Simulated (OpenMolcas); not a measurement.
**N: CASSCF and CASPT2 terms and fine-structure levels**

Wanted: the level scheme of N from active-space wave functions, then second-order correlation under several settings.

The numbers are computed with OpenMolcas 26.06 (state-averaged CASSCF and CASPT2, spin-orbit coupling by RASSI with atomic mean-field integrals), except any that are marked as measured or tabulated.

## Step 1: Starting point

- Species: N (nitrogen, Z = 7, 7 electrons)
- Basis: ANO-RCC-VDZ [3s2p], 9 functions
- Scalar Hamiltonian: DKH3, point nucleus
- Inactive shells: 1s 2s
- Active space: 3 electrons in 3 orbitals (2p)
- Some configurations of this space: 2s² 2p³
- Orbitals: optimised for each spin and parity, averaged over all roots

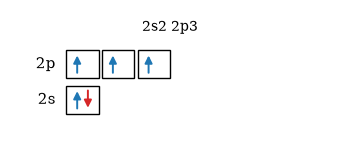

Occupation of the outer shells (arrows by Hund's rule).

Each step is its own input file, run in one work folder so that later steps find the files of earlier ones. Labels, J, g values, rates, χT and fits are worked out afterwards by a script from the matrices that RASSI stores.

## Step 2: One- and two-electron integrals

Input file a.inp:

```
&GATEWAY
Coord
1

N 0.0 0.0 0.0
Basis=ANO-RCC-VDZ
Group=XYZ
NoMove
AngMom=0.0 0.0 0.0
AMFI
&SEWARD
Relativistic=R03O02
```

Started as:

```
> OMP_NUM_THREADS=1 MOLCAS_MEM=2252 MOLCAS_PROJECT=a pymolcas a.inp > a.log
```

Output:

```text
Basis set label: N.ANO-RCC...3S2P.

      Electronic valence basis set:
      ------------------
      Associated Effective Charge   7.000000 au
      Associated Actual Charge      7.000000 au
      Nuclear Model: Point charge

      Shell  nPrim  nBasis  Cartesian Spherical Contaminant
         s      14       3        X
         p       9       2        X
Relativistic=R03O02
                  Relativistic Douglas-Kroll-Hess integrals:
                    - DKH order of Hamiltonian: 3
                    - DKH order of Properties : 2
```

## Step 3: Reference wave functions, quartets of odd parity, 1 root

Input file a.inp:

```
&RASSCF
FileOrb=start.orb
Symmetry=2
Spin=4
nActEl=3 0 0
Inactive=2 0
Ras2=0 3
CIRoot=1 1 1
SDav=1
CIMx=300
Iter=120 100
PrWF=0.3
OrbListing=Nothing
MaxOrb=0
Atom
>>> COPY $Project.JobIph JOB001
```

Started as:

```
> OMP_NUM_THREADS=1 MOLCAS_MEM=2252 MOLCAS_PROJECT=a pymolcas a.inp > a.log
```

start.orb holds the contracted functions of the basis, ordered by shell, or the orbitals of the step before.

Output:

```text
Wave function specifications:
      -----------------------------

      Number of closed shell electrons           4
      Number of electrons in active shells       3
      Max number of holes in RAS1 space          0
      Max nr of electrons in RAS3 space          0
      Number of inactive orbitals                2
      Number of active orbitals                  3
      Number of secondary orbitals               4
      Spin quantum number                      1.5
      State symmetry                             2
Orbital specifications:
      -----------------------

      Symmetry species                           1   2
                                                ag  au
      Frozen orbitals                            0   0
      Inactive orbitals                          2   0
      Active orbitals                            0   3
      RAS1 orbitals                              0   0
      RAS2 orbitals                              0   3
      RAS3 orbitals                              0   0
      Secondary orbitals                         1   3
      Deleted orbitals                           0   0
      Number of basis functions                  3   6
      Number of CSFs                             1
      Number of root(s) required                 1
      Iter CI   SX   CI       RASSCF       Energy    max ROT     max BLB   max BLB  Level Ln srch  Step   QN
          iter iter root      energy       change     param      element    value   shift minimum  type update
 Nr of preliminary CI iterations:   1
        1   1    4    1   -54.42582753    0.00E+00   4.14E-02    1   3 1  6.73E-02*  0.00   0.00    SX    NO
        2   1    4    1   -54.42953375   -3.71E-03* -1.23E-02    2   3 1  2.71E-02*  0.00   0.00    SX    NO
        3   1    4    1   -54.42999179   -4.58E-04*  4.82E-03    2   3 1 -5.34E-03*  0.00   0.00    SX    NO
        4   1    4    1   -54.43004373   -5.19E-05* -1.50E-03    2   3 1  2.90E-03*  0.00   0.00    SX    NO
        5   1    4    1   -54.43004994   -6.21E-06*  4.17E-04    2   3 1 -7.18E-04*  0.00   0.75    QN   YES
        6   1    3    1   -54.43005077   -8.29E-07* -1.65E-05    2   3 1  5.32E-05   0.00   1.01    QN   YES
        7   1    3    1   -54.43005077   -1.55E-09   6.38E-06    2   3 1  1.55E-05   0.00   1.35    QN   YES
      Convergence after  7 iterations
        8   1    3    1   -54.43005077   -1.17E-10   6.38E-06    2   3 1  2.12E-08   0.00   1.35    QN   YES
      Natural orbitals and occupation numbers for root  1
      sym 2:   1.000000   1.000000   1.000000
::    RASSCF root number  1 Total energy:    -54.43005077
```

## Step 4: Reference wave functions, doublets of odd parity, 8 roots

Input file a.inp:

```
&RASSCF
FileOrb=start.orb
Symmetry=2
Spin=2
nActEl=3 0 0
Inactive=2 0
Ras2=0 3
CIRoot=8 8 1
SDav=8
CIMx=300
Iter=120 100
PrWF=0.3
OrbListing=Nothing
MaxOrb=0
Atom
>>> COPY $Project.JobIph JOB002
```

Output, shortened:

```text
[...]
      Number of active orbitals                  3
[...]
      Spin quantum number                      0.5
[...]
      Active orbitals                            0   3
[...]
      Number of CSFs                             8
      Number of root(s) required                 8
[...]
      Convergence after  7 iterations
[...]
      Natural orbitals and occupation numbers for root  1
      sym 2:   1.000000   1.000000   1.000000
      Natural orbitals and occupation numbers for root  2
      sym 2:   1.000000   1.000000   1.000000
      Natural orbitals and occupation numbers for root  3
      sym 2:   1.000000   1.000000   1.000000
::    RASSCF root number  1 Total energy:    -54.32482986
::    RASSCF root number  2 Total energy:    -54.32482986
::    RASSCF root number  3 Total energy:    -54.32482986
[...]
::    RASSCF root number  5 Total energy:    -54.32482986
::    RASSCF root number  6 Total energy:    -54.25578488
::    RASSCF root number  7 Total energy:    -54.25578488
::    RASSCF root number  8 Total energy:    -54.25578488
```

## Step 5: RASSI: spin-orbit coupling between the states

Input file a.inp:

```
&RASSI
NrOfJobIphs=2 1 8
1
1 2 3 4 5 6 7 8
IphNames
JOB001
JOB002
EJob
SpinOrbit
DIPRint=1.0
SOCoupling=1000.0
Subsets=2
MEES
Property=10
'ANGMOM' 1 'ANGMOM' 2 'ANGMOM' 3 'MLTPL  1' 1 'MLTPL  1' 2 'MLTPL  1' 3
'AMFI' 1 'AMFI' 2 'AMFI' 3 'MLTPL  2' 6
SOProperty=3
'ANGMOM' 1 'ANGMOM' 2 'ANGMOM' 3
```

Output, shortened:

```text
SPIN-FREE ENERGIES:
  (Shifted by EMIN (a.u.) =        -54.4300507702)
 SF State       Relative EMIN(au)   Rel lowest level(eV)    D:o, cm**(-1)      L_eff
     1             0.0000000000        0.0000000000              0.0000         0.0
     2             0.1052209127        2.8632068962          23093.3210         2.0
     3             0.1052209127        2.8632068962          23093.3210         2.0
     4             0.1052209127        2.8632068962          23093.3210         2.0
     5             0.1052209127        2.8632068962          23093.3210         2.0
     6             0.1052209127        2.8632068962          23093.3210         2.0
     7             0.1742658867        4.7420163522          38246.9412         1.0
     8             0.1742658867        4.7420163522          38246.9412         1.0
     9             0.1742658867        4.7420163522          38246.9412         1.0
     Dipole printing threshold changed to   1.00000000E+00
Eigenvalues of complex Hamiltonian:
   -----------------------------------
  (Shifted by EMIN (a.u.) =        -54.4300507702)
 SO State       Relative EMIN(au)   Rel lowest level(eV)    D:o, cm**(-1)     J-value
     1            -0.0000006430        0.0000000000              0.0000         0.9
     2            -0.0000006430        0.0000000000              0.0000         1.4
     3            -0.0000006430        0.0000000000              0.0000         1.3
     4            -0.0000006430        0.0000000000              0.0000         0.9
     5             0.1052189839        2.8631719073          23093.0388         0.8
     6             0.1052189839        2.8631719073          23093.0388         0.8
     7             0.1052189839        2.8631719073          23093.0388         1.4
     8             0.1052189839        2.8631719073          23093.0388         1.4
     9             0.1052209127        2.8632243918          23093.4621         2.1
    10             0.1052209127        2.8632243918          23093.4621         2.0
    11             0.1052209127        2.8632243918          23093.4621         2.1
[...]
```

These steps: 1.9 s of run time, 1 thread of Intel Xeon 6975P-C (Granite Rapids), shared host.

The roots that group into whole terms:

| configuration | term | E (cm⁻¹) |
| --- | --- | --- |
| 2s² 2p³ | ⁴S° | 0.0 |
| 2s² 2p³ | ²D° | 23093 |
| 2s² 2p³ | ²P° | 38247 |

Fine-structure levels, from the RASSI matrices grouped by J:

```json
{"Configuration": "2s² 2p³", "Term": "⁴S°", "J": "3/2", "E (cm⁻¹)": "0.0", "Leading %": "100"}
{"Configuration": "2s² 2p³", "Term": "²D°", "J": "3/2", "E (cm⁻¹)": "23093", "Leading %": "100"}
{"Configuration": "2s² 2p³", "Term": "²D°", "J": "5/2", "E (cm⁻¹)": "23093", "Leading %": "100"}
{"Configuration": "2s² 2p³", "Term": "²P°", "J": "1/2", "E (cm⁻¹)": "38247", "Leading %": "100"}
{"Configuration": "2s² 2p³", "Term": "²P°", "J": "3/2", "E (cm⁻¹)": "38248", "Leading %": "100"}
```

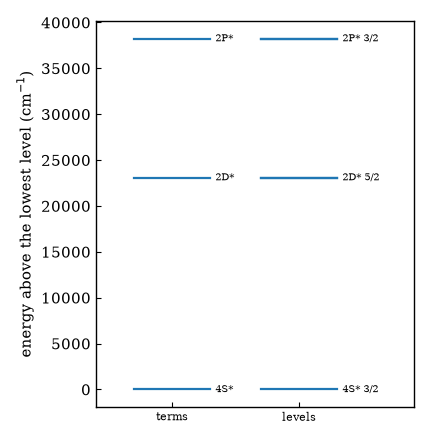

Terms (left) and the levels that spin-orbit coupling splits them into (right).

## Step 6: CASPT2: IPEA 0.15, imaginary shift 0.05 (closed shells correlated: 1s 2s)

Input file a.inp:

```
>>> COPY JOB001 $Project.JobIph
&CASPT2
Multistate=1 1
Frozen=0 0
IPEA=0.15
Imaginary=0.05
MaxIter=60
WThr=0.0 0.3 0.05
PrWF=0.5
NoMix
>>> COPY JOB002 $Project.JobIph
&CASPT2
Multistate=8 1 2 3 4 5 6 7 8
Frozen=0 0
IPEA=0.15
Imaginary=0.05
MaxIter=60
WThr=0.0 0.3 0.05
PrWF=0.5
NoMix
```

Output:

```text
Orbital specifications:
      -----------------------

      Symmetry species                           1   2
                                                ag  au
      Frozen orbitals                            0   0
      Inactive orbitals                          2   0
      Active orbitals                            0   3
      Secondary orbitals                         1   3
      Deleted orbitals                           0   0
      Number of basis functions                  3   6
Type of calculation                        SS-CASPT2
      Fock operator                              state-specific
      IPEA shift                                 0.15
      Real shift                                 0.00
      Imaginary shift                            0.05
      The input orbitals will be transformed to quasi-canonical
Reference energy:         -54.4300507702
      E2 (Non-variational):      -0.0342204374
      Shift correction:          -0.0000148501
      E2 (Variational):          -0.0342352875
      Total energy:             -54.4642860577
      Residual norm:              0.0000003594
      Reference weight:           0.98631
      Contributions to the CASPT2 correlation energy
      Active & Virtual Only:         -0.0107437937
      One Inactive Excited:          -0.0182610919
      Two Inactive Excited:          -0.0052155518
::    CASPT2 Root  1     Total energy:    -54.46428606
Orbital specifications:
      -----------------------

      Symmetry species                           1   2
                                                ag  au
      Frozen orbitals                            0   0
      Inactive orbitals                          2   0
      Active orbitals                            0   3
      Secondary orbitals                         1   3
      Deleted orbitals                           0   0
      Number of basis functions                  3   6
Type of calculation                        MS-CASPT2
      Fock operator                              state-specific
      IPEA shift                                 0.15
      Real shift                                 0.00
      Imaginary shift                            0.05
      The input orbitals will be transformed to quasi-canonical
Reference energy:         -54.3248298575
      E2 (Non-variational):      -0.0371627366
      Shift correction:          -0.0000168011
      E2 (Variational):          -0.0371795376
      Total energy:             -54.3620093952
      Residual norm:              0.0000000790
      Reference weight:           0.98486
      Contributions to the CASPT2 correlation energy
      Active & Virtual Only:         -0.0158254211
      One Inactive Excited:          -0.0157797566
      Two Inactive Excited:          -0.0055575589
Reference energy:         -54.3248298575
      E2 (Non-variational):      -0.0370696028
      Shift correction:          -0.0000165945
      E2 (Variational):          -0.0370861973
      Total energy:             -54.3619160549
      Residual norm:              0.0000000789
      Reference weight:           0.98495
      Contributions to the CASPT2 correlation energy
      Active & Virtual Only:         -0.0157737059
      One Inactive Excited:          -0.0157383380
      Two Inactive Excited:          -0.0055575589
::    CASPT2 Root  1     Total energy:    -54.36200940
::    CASPT2 Root  2     Total energy:    -54.36191605
::    CASPT2 Root  3     Total energy:    -54.36207031
::    CASPT2 Root  4     Total energy:    -54.36188300
::    CASPT2 Root  5     Total energy:    -54.36188639
::    CASPT2 Root  6     Total energy:    -54.32103330
::    CASPT2 Root  7     Total energy:    -54.32108941
::    CASPT2 Root  8     Total energy:    -54.32051964
::    MS-CASPT2 Root  1     Total energy:    -54.36216439
::    MS-CASPT2 Root  2     Total energy:    -54.36199028
::    MS-CASPT2 Root  3     Total energy:    -54.36193366
::    MS-CASPT2 Root  4     Total energy:    -54.36184635
::    MS-CASPT2 Root  5     Total energy:    -54.36183116
::    MS-CASPT2 Root  6     Total energy:    -54.32143428
::    MS-CASPT2 Root  7     Total energy:    -54.32070989
::    MS-CASPT2 Root  8     Total energy:    -54.32049750
```

Time for this run: 0.73 s (1 thread of Intel Xeon 6975P-C (Granite Rapids), shared host).

SS-CASPT2: lowest energy less the reference's lowest, -0.0342 hartree; reference weights 0.969 to 0.986. These are the single-state energies of the run (the lines without MS-).

Fine-structure levels, from the RASSI matrix with the averaged CASPT2 term energies on its diagonal:

```csv
Configuration,Term,J,E (cm⁻¹),Leading %
2s² 2p³,⁴S°,3/2,0.0,100
2s² 2p³,²D°,3/2,22460,100
2s² 2p³,²D°,5/2,22460,100
2s² 2p³,²P°,1/2,31470,100
2s² 2p³,²P°,3/2,31470,100
```

The strongest lines between these levels (SS-CASPT2 energies, vacuum wavelengths; moments from the reference wave functions; branching within the model space):

| upper | lower | type | λ (nm) | A (s-1) | branching % |
| --- | --- | --- | --- | --- | --- |
| 2s² 2p³ ²P°_3/2 | 2s² 2p³ ⁴S°_3/2 | M1 | 317.7 | 7.67e-03 | 11.4 |
| 2s² 2p³ ²P°_1/2 | 2s² 2p³ ⁴S°_3/2 | M1 | 317.7 | 3.07e-03 | 5.0 |
| 2s² 2p³ ²D°_5/2 | 2s² 2p³ ⁴S°_3/2 | E2 | 445.2 | 1.40e-05 | 99.9 |
| 2s² 2p³ ²P°_3/2 | 2s² 2p³ ²D°_3/2 | E2 | 1109 | 1.72e-02 | 25.4 |
| 2s² 2p³ ²P°_3/2 | 2s² 2p³ ²D°_3/2 | M1 | 1109 | 1.67e-03 | 2.5 |
| 2s² 2p³ ²P°_3/2 | 2s² 2p³ ²D°_5/2 | E2 | 1109 | 4.01e-02 | 59.3 |
| 2s² 2p³ ²P°_3/2 | 2s² 2p³ ²D°_5/2 | M1 | 1109 | 9.40e-04 | 1.4 |
| 2s² 2p³ ²P°_1/2 | 2s² 2p³ ²D°_3/2 | E2 | 1109 | 3.43e-02 | 56.0 |
| 2s² 2p³ ²P°_1/2 | 2s² 2p³ ²D°_3/2 | M1 | 1109 | 1.04e-03 | 1.7 |
| 2s² 2p³ ²P°_1/2 | 2s² 2p³ ²D°_5/2 | E2 | 1109 | 2.29e-02 | 37.3 |

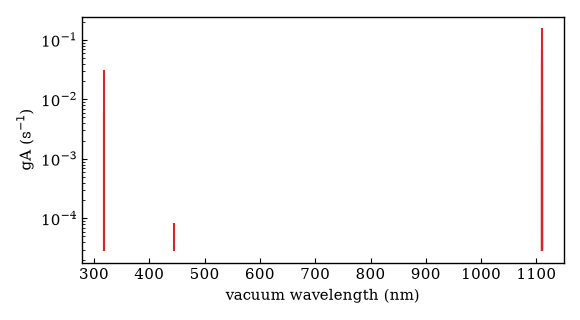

The lines as sticks of height gA, A times the degeneracy of the upper level: electric dipole blue, forbidden lines red.

## Step 7: CASPT2: IPEA 0.6, sigma2 regulariser 0.25 (closed shells correlated: 2s)

Input file a.inp:

```
>>> COPY JOB001 $Project.JobIph
&CASPT2
Multistate=1 1
Frozen=1 0
IPEA=0.6
Sig2=0.25
MaxIter=60
WThr=0.0 0.3 0.05
PrWF=0.5
NoMix
>>> COPY JOB002 $Project.JobIph
&CASPT2
Multistate=8 1 2 3 4 5 6 7 8
Frozen=1 0
IPEA=0.6
Sig2=0.25
MaxIter=60
WThr=0.0 0.3 0.05
PrWF=0.5
NoMix
```

Output:

```text
Orbital specifications:
      -----------------------

      Symmetry species                           1   2
                                                ag  au
      Frozen orbitals                            1   0
      Inactive orbitals                          1   0
      Active orbitals                            0   3
      Secondary orbitals                         1   3
      Deleted orbitals                           0   0
      Number of basis functions                  3   6
Type of calculation                        SS-CASPT2
      Fock operator                              state-specific
      IPEA shift                                 0.60
      Real shift                                 0.00
      Imaginary shift                            0.00
      Sigma^2 regularizer                        0.25
      The input orbitals will be transformed to quasi-canonical
Reference energy:         -54.4300507702
      E2 (Non-variational):      -0.0294963573
      Shift correction:           0.0000000039
      E2 (Variational):          -0.0294963535
      Total energy:             -54.4595471237
      Residual norm:              0.0000001761
      Reference weight:           0.98940
      Contributions to the CASPT2 correlation energy
      Active & Virtual Only:         -0.0088418792
      One Inactive Excited:          -0.0162830962
      Two Inactive Excited:          -0.0043713820
::    CASPT2 Root  1     Total energy:    -54.45954712
Orbital specifications:
      -----------------------

      Symmetry species                           1   2
                                                ag  au
      Frozen orbitals                            1   0
      Inactive orbitals                          1   0
      Active orbitals                            0   3
      Secondary orbitals                         1   3
      Deleted orbitals                           0   0
      Number of basis functions                  3   6
Type of calculation                        MS-CASPT2
      Fock operator                              state-specific
      IPEA shift                                 0.60
      Real shift                                 0.00
      Imaginary shift                            0.00
      Sigma^2 regularizer                        0.25
      The input orbitals will be transformed to quasi-canonical
Reference energy:         -54.3248298575
      E2 (Non-variational):      -0.0329862448
      Shift correction:           0.0000000011
      E2 (Variational):          -0.0329862437
      Total energy:             -54.3578161012
      Residual norm:              0.0000000505
      Reference weight:           0.98760
      Contributions to the CASPT2 correlation energy
      Active & Virtual Only:         -0.0140002735
      One Inactive Excited:          -0.0143183964
      Two Inactive Excited:          -0.0046675750
Reference energy:         -54.3248298575
      E2 (Non-variational):      -0.0328301086
      Shift correction:           0.0000000010
      E2 (Variational):          -0.0328301076
      Total energy:             -54.3576599651
      Residual norm:              0.0000000476
      Reference weight:           0.98771
      Contributions to the CASPT2 correlation energy
      Active & Virtual Only:         -0.0138853873
      One Inactive Excited:          -0.0142771463
      Two Inactive Excited:          -0.0046675750
::    CASPT2 Root  1     Total energy:    -54.35781610
::    CASPT2 Root  2     Total energy:    -54.35765997
::    CASPT2 Root  3     Total energy:    -54.35797320
::    CASPT2 Root  4     Total energy:    -54.35774238
::    CASPT2 Root  5     Total energy:    -54.35649623
::    CASPT2 Root  6     Total energy:    -54.31404050
::    CASPT2 Root  7     Total energy:    -54.31423595
::    CASPT2 Root  8     Total energy:    -54.31244541
::    MS-CASPT2 Root  1     Total energy:    -54.35813546
::    MS-CASPT2 Root  2     Total energy:    -54.35794693
::    MS-CASPT2 Root  3     Total energy:    -54.35773001
::    MS-CASPT2 Root  4     Total energy:    -54.35738854
::    MS-CASPT2 Root  5     Total energy:    -54.35649057
::    MS-CASPT2 Root  6     Total energy:    -54.31527930
::    MS-CASPT2 Root  7     Total energy:    -54.31305982
::    MS-CASPT2 Root  8     Total energy:    -54.31237909
```

This run: 0.73 s of run time, 1 thread of Intel Xeon 6975P-C (Granite Rapids), shared host.

SS-CASPT2: lowest energy less the reference's lowest, -0.0295 hartree; reference weights 0.974 to 0.989. These are the single-state energies of the run (the lines without MS-).

Fine-structure levels, from the RASSI matrix with the averaged CASPT2 term energies on its diagonal:

```json
{"Configuration": "2s² 2p³", "Term": "⁴S°", "J": "3/2", "E (cm⁻¹)": "0.0", "g": "2.002", "Leading %": "100"}
{"Configuration": "2s² 2p³", "Term": "²D°", "J": "3/2", "E (cm⁻¹)": "22390", "g": "0.800", "Leading %": "100"}
{"Configuration": "2s² 2p³", "Term": "²D°", "J": "5/2", "E (cm⁻¹)": "22390", "g": "1.200", "Leading %": "100"}
{"Configuration": "2s² 2p³", "Term": "²P°", "J": "1/2", "E (cm⁻¹)": "32040", "g": "0.666", "Leading %": "100"}
{"Configuration": "2s² 2p³", "Term": "²P°", "J": "3/2", "E (cm⁻¹)": "32040", "g": "1.334", "Leading %": "100"}
```

[end of part 1 of 2]
